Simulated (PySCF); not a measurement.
## A study: C2H7GeN, SMILES `C/N=[CH]\[GeH3]`

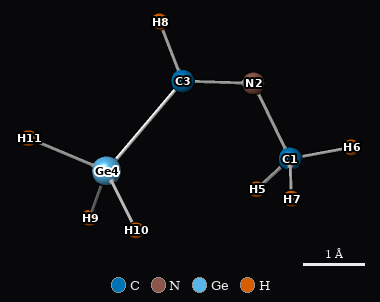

The molecule, with its atoms numbered as below. No frequency check shows the geometry to be a minimum.

Cartesian coordinates (Å):

```
C1       2.1600   -0.7550   -0.0005
N2       1.8292    0.6389   -0.0002
C3       0.6310    1.0029    0.0002
Ge4     -1.0107   -0.1079   -0.0001
H5       1.7532   -1.2534   -0.8811
H6       3.2446   -0.8516    0.0019
H7       1.7491   -1.2551    0.8871
H8       0.4706    2.0785    0.0002
H9      -1.1053   -1.0029   -1.1999
H10     -1.1109   -1.0051    1.1930
H11     -2.2095    0.7834    0.0038
```

Part 1: Bonding charge

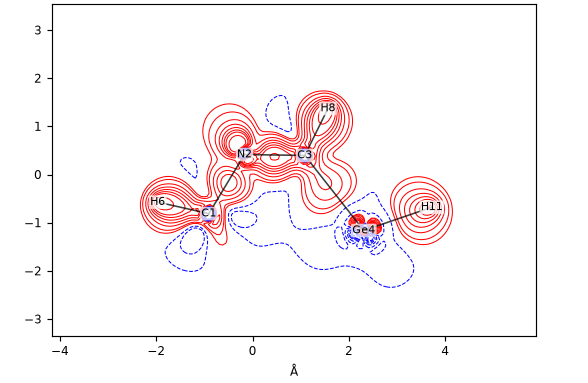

Deformation density (molecule less spherical, spin-averaged free atoms) in the plane of C1, N2, C3, Ge4, H6, H8 and H11; contours at ±0.05 to ±0.8 e/Å³; solid red lines: gain, dashed blue lines: loss.

PySCF calculation, B3LYP/def2-TZVP, gas phase; geometry: GFN2-xTB.

Question: How much density has each bond in this plane gained at its critical point, relative to the free atoms?

Answer: C3–H8: +0.78 e/Å³ at the bond critical point (bond length 1.09 Å, Mayer order 0.9). C1–H6: +0.76 e/Å³ at the bond critical point (bond length 1.09 Å, Mayer order 1.0). N2–C3: +0.72 e/Å³ at the bond critical point (bond length 1.25 Å, Mayer order 2.0). C1–N2: +0.40 e/Å³ at the bond critical point (bond length 1.43 Å, Mayer order 0.9). Ge4–H11: +0.27 e/Å³ at the bond critical point (bond length 1.49 Å, Mayer order 1.0). C3–Ge4: +0.20 e/Å³ at the bond critical point (bond length 1.98 Å, Mayer order 0.9). In all, 2.5 electrons gather in the regions of gain relative to the promolecule.

Question: Where do the Hirshfeld charges lie?

Answer: The highest Hirshfeld charge is on Ge4 (+0.30 e), the lowest on N2 (−0.15 e).

| atom | charge (e) |
| --- | --- |
| C1 | −0.07 |
| N2 | −0.15 |
| C3 | −0.04 |
| Ge4 | +0.30 |
| H5 | +0.04 |
| H6 | +0.04 |
| H7 | +0.04 |
| H8 | +0.04 |
| H9 | −0.07 |
| H10 | −0.07 |
| H11 | −0.07 |

Part 2: Bond critical points

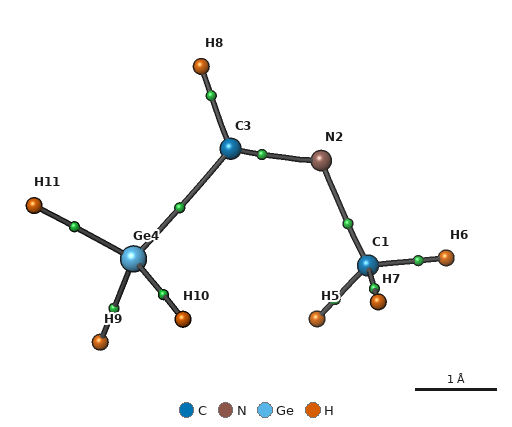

Molecular graph of the electron density (QTAIM): bond paths, bond critical points (green), ring points (magenta, if any); weak paths are dashed.

Question: How many critical points of each kind are there, and does the count close?

Answer: 11 nuclei, 10 bond, 0 ring and 0 cage critical points: 11 − 10 + 0 − 0 = 1, as the Poincaré–Hopf relation requires.

Question: Give the properties at the bond critical points.

Answer:
```json
{"bond": "N2–C3", "length (Å)": "1.252", "ρ (a.u.)": "0.409", "∇²ρ (a.u.)": "−0.95", "ε": "0.20", "H (a.u.)": "−0.750"}
{"bond": "C3–H8", "length (Å)": "1.088", "ρ (a.u.)": "0.287", "∇²ρ (a.u.)": "−1.03", "ε": "0.01", "H (a.u.)": "−0.294"}
{"bond": "C1–H6", "length (Å)": "1.089", "ρ (a.u.)": "0.286", "∇²ρ (a.u.)": "−1.01", "ε": "0.03", "H (a.u.)": "−0.291"}
{"bond": "C1–N2", "length (Å)": "1.433", "ρ (a.u.)": "0.286", "∇²ρ (a.u.)": "−0.80", "ε": "0.00", "H (a.u.)": "−0.327"}
{"bond": "C1–H5", "length (Å)": "1.091", "ρ (a.u.)": "0.281", "∇²ρ (a.u.)": "−0.97", "ε": "0.03", "H (a.u.)": "−0.284"}
{"bond": "C1–H7", "length (Å)": "1.099", "ρ (a.u.)": "0.276", "∇²ρ (a.u.)": "−0.94", "ε": "0.03", "H (a.u.)": "−0.275"}
{"bond": "Ge4–H11", "length (Å)": "1.494", "ρ (a.u.)": "0.143", "∇²ρ (a.u.)": "+0.10", "ε": "0.01", "H (a.u.)": "−0.085"}
{"bond": "Ge4–H10 (2 alike)", "length (Å)": "1.496", "ρ (a.u.)": "0.142", "∇²ρ (a.u.)": "+0.09", "ε": "0.00", "H (a.u.)": "−0.084"}
{"bond": "C3–Ge4", "length (Å)": "1.982", "ρ (a.u.)": "0.123", "∇²ρ (a.u.)": "+0.08", "ε": "0.05", "H (a.u.)": "−0.060"}
```

Question: What kind of interaction is N2–C3?

Answer: Shared-shell (covalent): ρ = 0.409, ∇²ρ = −0.95, H = −0.750 a.u. Its ellipticity of 0.20 shows that the density isn't cylindrical about the bond.

Part 3: Local ionisation energy

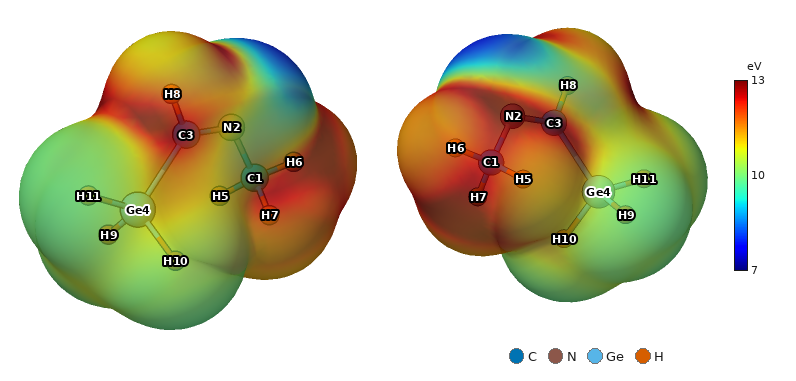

Average local ionisation energy on the surface of electron density 0.001 a.u. (back view left, front view right).

Question: Where are the most loosely bound electrons on this surface?

Answer: The lowest value is 7.9 eV, 2.0 Å from N2. Further minima include 9.8 eV, 1.5 Å from H9, and at like points elsewhere; 10.8 eV, 1.4 Å from H8; 11.4 eV, 1.4 Å from H6. For comparison, the highest occupied orbital lies at −6.6 eV.

Question: What volume does the surface enclose, and what is the dipole moment?

Answer: About 121 Å³; the dipole moment is 1.1 D.

Part 4: Removing or adding an electron

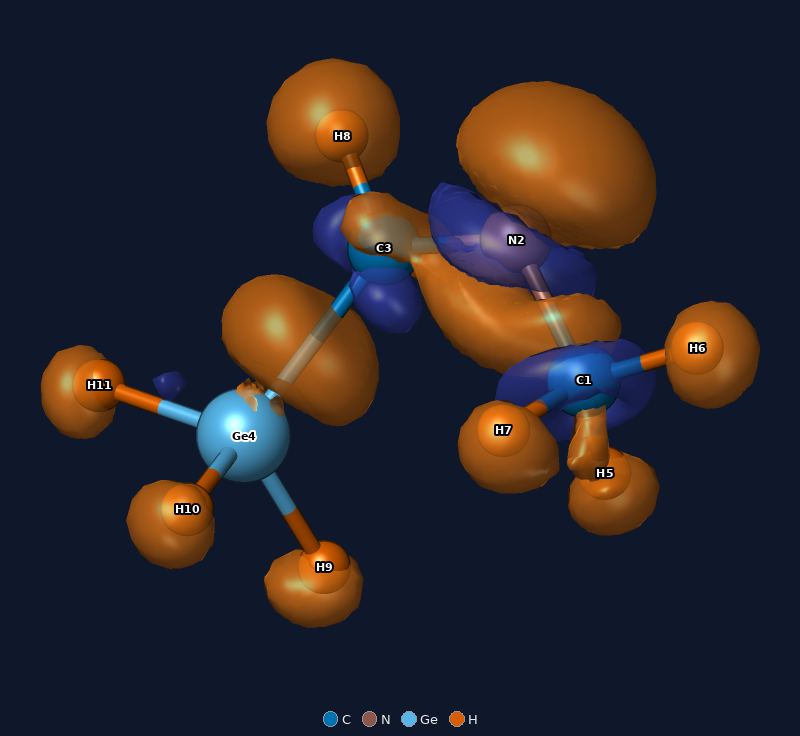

Fukui function f⁻ = ρ(N) − ρ(N−1) at fixed geometry, surfaces at ±0.03 e/Å³ (orange positive, blue negative).

PySCF calculation, TPSS/def2-SVPD, gas phase; geometry: GFN2-xTB.

Question: On which atoms does the density change most on removal of an electron?

Answer: f⁻ (Hirshfeld-condensed) is largest on N2 (0.25) and Ge4 (0.14); the vertical ionisation energy is 8.72 eV (the stability of the cation's solution wasn't checked). Condensed values hint at sites of electrophilic attack but needn't mark the atom that reacts. Orbital relaxation makes it negative in places (0.22 e in all).

| atom | f⁻ | charge |
| --- | --- | --- |
| C1 | +0.06 | −0.05 |
| N2 | +0.25 | −0.13 |
| C3 | +0.12 | −0.03 |
| Ge4 | +0.14 | +0.28 |
| H5 | +0.05 | +0.04 |
| H6 | +0.06 | +0.04 |
| H7 | +0.05 | +0.04 |
| H8 | +0.09 | +0.03 |
| H9 | +0.06 | −0.07 |
| H10 | +0.06 | −0.07 |
| H11 | +0.06 | −0.07 |

Part 5: Localised orbitals

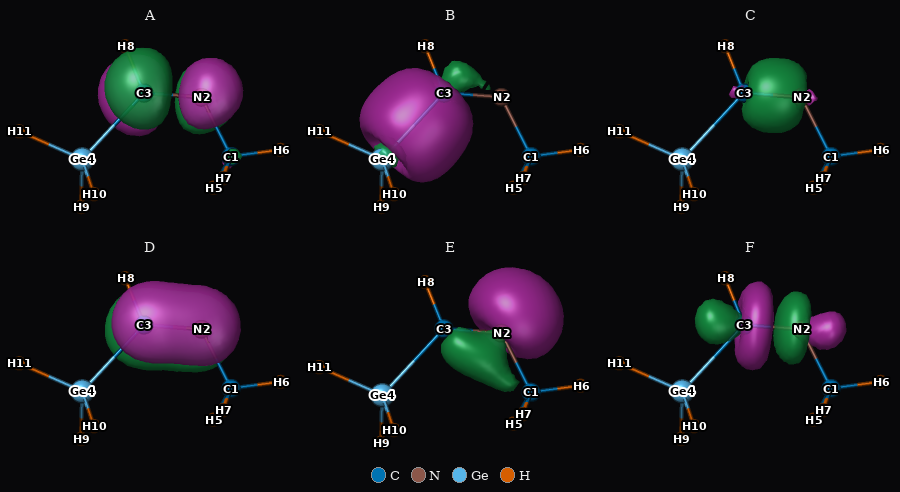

Intrinsic bond orbitals (IBO), occupied and valence-virtual; each surface holds about 85 % of the orbital's density. Energies are diagonal elements of the Fock matrix.

Computed with PySCF, B3LYP/def2-SVP, geometry: GFN2-xTB.

Question: Identify each orbital.

Answer: By panel:
- A: π* orbital C3–N2 (C3 52 %, N2 46 %; 1.0 eV)
- B: σ bond C3–Ge4 (C3 60 %, Ge4 40 %; −12.4 eV)
- C: σ bond N2–C3 (N2 56 %, C3 44 %; −21.0 eV)
- D: π bond N2–C3 (N2 53 %, C3 46 %; −9.3 eV)
- E: lone pair on N2 (sp2.3-type) (N2 94 %; −8.9 eV)
- F: σ* orbital C3–N2 (C3 56 %, N2 44 %; 16.9 eV)

Question: How do all the valence pairs divide up?

Answer: 17 pairs: 10 σ bonds, 5 d pairs, 1 two-centre π bond and 1 lone pair.
